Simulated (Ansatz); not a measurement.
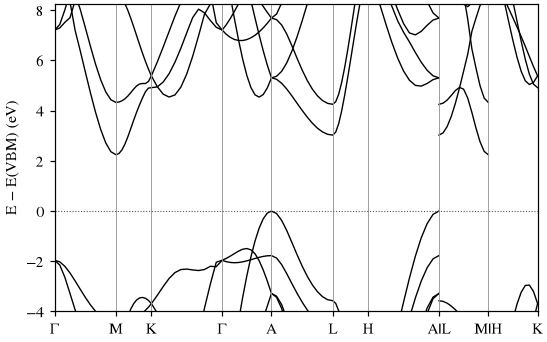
Figure: Band structure from the program Ansatz at the r²SCAN level (PAW)

**Question.** Read off the gap and where the band edges lie.

**Answer.** About 2.2 eV (2.24 eV by a search for the band edges); maximum at A, minimum at M.

**Question.** Pick the material that matches.
A) SiC, 4H polytype
B) C, P6_222 (C on 3c)
C) BAs, P6_222 (B on 3d, As on 3c)
D) Si, P6_3/mmc (Si on 4f)

**Answer.** B, C, P6_222 (C on 3c)

The start of the workflow was typed in or built on a structure type; neither database checked (COD, Materials Project) lists it. It is not the phase usual at ambient conditions (space group No. 194, 227). The cell was relaxed with r²SCAN under the symmetry of its start; its stability against distortions is not shown here.

Potentials: the earlier of the program's two PAW sets.
